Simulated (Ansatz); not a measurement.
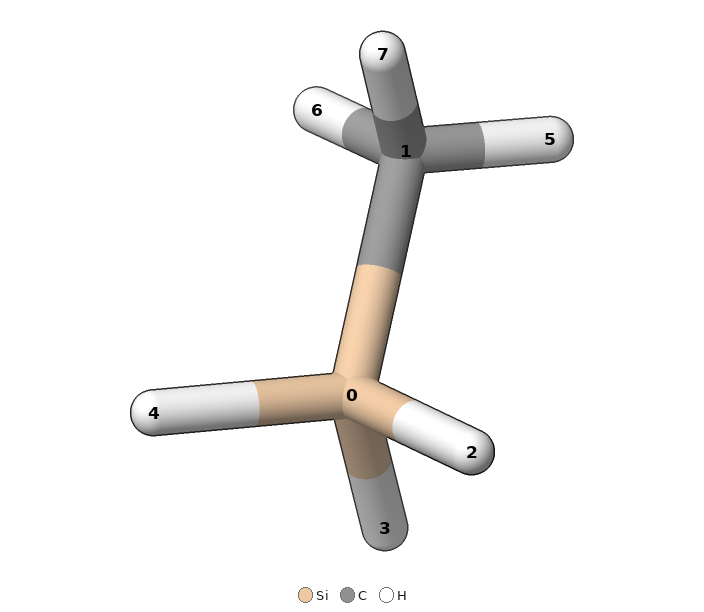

Starting geometry of the run. Atoms are numbered from 0, in the order of the input.

Input file:

```yaml
crystal:
  periodic: [false, false, false]
  atoms:
    - {symbol: Si, position_ang: [-0.599557, -0.717118, 1.560993]}
    - {symbol: C, position_ang: [1.246185, -0.482647, 1.381820]}
    - {symbol: H, position_ang: [-1.311142, 0.589316, 1.536241]}
    - {symbol: H, position_ang: [-0.916187, -1.387818, 2.852536]}
    - {symbol: H, position_ang: [-1.140524, -1.563704, 0.462721]}
    - {symbol: H, position_ang: [1.640232, 0.124840, 2.199604]}
    - {symbol: H, position_ang: [1.762393, -1.445174, 1.394859]}
    - {symbol: H, position_ang: [1.474366, 0.018672, 0.439316]}
basis:
  gaussian: {orbitals: def2-TZVP}
hamiltonian: {xc: pbe0, dispersion: d4}
relax: {f_tol: 0.005, max_steps: 200}
```

Result:

```
Functional definition: PBE0
  name "PBE0"
  cite "Adamo & Barone, J. Chem. Phys. 110, 6158 (1999) doi:10.1063/1.478522"
  cite "Perdew, Burke & Ernzerhof, Phys. Rev. Lett. 77, 3865 (1996) doi:10.1103/PhysRevLett.77.3865"
  parent pbe
  parameter a = 0.25
  parameter kappa = 0.804
  parameter beta = 0.06672455060314922
  exchange = (1 - a)*pbe_x(kappa = kappa, mu = beta*pi^2/3) + a*exact_x
  correlation = pbe_c(beta = beta)
712 factors; their error is unknown
mean field evaluation 1: about -9003.5133 eV, gradient 4.6e1 eV
mean field evaluation 2: about -9001.7329 eV, gradient 4.9e1 eV
mean field evaluation 4: about -9008.3024 eV, gradient 5.5e-1 eV
mean field evaluation 8: about -9008.3305 eV, gradient 1.3e-2 eV
mean field -9008.33050247 eV, -331.0500399000 hartree, gradient 3.8e-5 eV, S^2 0.000000; 0 other end points of the search recorded, 0 dependent functions left out
the calculation of the forces begins
reference -9008.33053111 eV, -331.0500409525 hartree; 13, 13 occupied and 91, 91 virtual orbitals, 712 factors
relax step   1: F+E_penalty+E_count = -9008.41481302 eV  Δ(F+E_penalty+E_count) = +0.000e0 eV  max|allowed force component| = 7.871e-2 eV/Å  Δτ_max = 0.0000 Å  (22 SCF iters, accepted)
these checks for a lower state are left out or cut short: starts, cluster_reference, orbital_swaps, neighbouring_geometries, increment
712 factors; their error is unknown
mean field evaluation 16: about -9008.3310 eV, gradient 2.1e-1 eV
mean field -9008.33106262 eV, -331.0500604851 hartree, gradient 2.3e-5 eV, S^2 0.000000; 0 other end points of the search recorded, 0 dependent functions left out
the calculation of the forces begins
reference -9008.33109129 eV, -331.0500615386 hartree; 13, 13 occupied and 91, 91 virtual orbitals, 712 factors
relax step   2: F+E_penalty+E_count = -9008.41537543 eV  Δ(F+E_penalty+E_count) = -5.624e-4 eV  max|allowed force component| = 1.727e-2 eV/Å  Δτ_max = 0.0072 Å  (26 SCF iters, accepted)
these checks for a lower state are left out or cut short: starts, cluster_reference, orbital_swaps, neighbouring_geometries, increment
712 factors; their error is unknown
mean field -9008.33112629 eV, -331.0500628251 hartree, gradient 1.2e-5 eV, S^2 0.000000; 0 other end points of the search recorded, 0 dependent functions left out
the calculation of the forces begins
reference -9008.33115496 eV, -331.0500638787 hartree; 13, 13 occupied and 91, 91 virtual orbitals, 712 factors
relax step   3: F+E_penalty+E_count = -9008.41542910 eV  Δ(F+E_penalty+E_count) = -5.367e-5 eV  max|allowed force component| = 7.234e-3 eV/Å  Δτ_max = 0.0037 Å  (21 SCF iters, accepted)
these checks for a lower state are left out or cut short: starts, cluster_reference, orbital_swaps, neighbouring_geometries, increment
712 factors; their error is unknown
mean field evaluation 32: about -9008.3311 eV, gradient 1.5e-5 eV
mean field -9008.33113090 eV, -331.0500629943 hartree, gradient 1.5e-5 eV, S^2 0.000000; 0 other end points of the search recorded, 0 dependent functions left out
the calculation of the forces begins
reference -9008.33115957 eV, -331.0500640480 hartree; 13, 13 occupied and 91, 91 virtual orbitals, 712 factors
relax step   4: F+E_penalty+E_count = -9008.41543323 eV  Δ(F+E_penalty+E_count) = -4.134e-6 eV  max|allowed force component| = 9.640e-4 eV/Å  Δτ_max = 0.0015 Å  (19 SCF iters, accepted)
712 factors; their error is unknown
mean field -9008.33113090 eV, -331.0500629943 hartree, gradient 1.6e-5 eV, S^2 0.000000; 1 other end points of the search recorded, 0 dependent functions left out
the calculation of the forces begins
reference -9008.33115957 eV, -331.0500640480 hartree; 13, 13 occupied and 91, 91 virtual orbitals, 712 factors
Total energy: -9008.41546190 eV, -331.0531621017 hartree
Atom 0 at    -0.602468    -0.720419     1.565666 Å, force    -0.000483    -0.000064     0.000052 eV/Å
Atom 1 at     1.243805    -0.482285     1.381129 Å, force     0.000964     0.000154    -0.000144 eV/Å
Atom 2 at    -1.307277     0.589981     1.539653 Å, force     0.000324    -0.000450     0.000114 eV/Å
Atom 3 at    -0.920044    -1.393659     2.854262 Å, force     0.000209     0.000163    -0.000533 eV/Å
Atom 4 at    -1.138190    -1.558539     0.458806 Å, force     0.000247     0.000389     0.000337 eV/Å
Atom 5 at     1.638896     0.131475     2.193645 Å, force    -0.000451    -0.000364    -0.000665 eV/Å
Atom 6 at     1.762537    -1.443325     1.398499 Å, force    -0.000518     0.000700     0.000157 eV/Å
Atom 7 at     1.478508     0.013138     0.436430 Å, force    -0.000292    -0.000527     0.000682 eV/Å
Dipole moment:     0.171029     0.022058    -0.017093 e Å
```
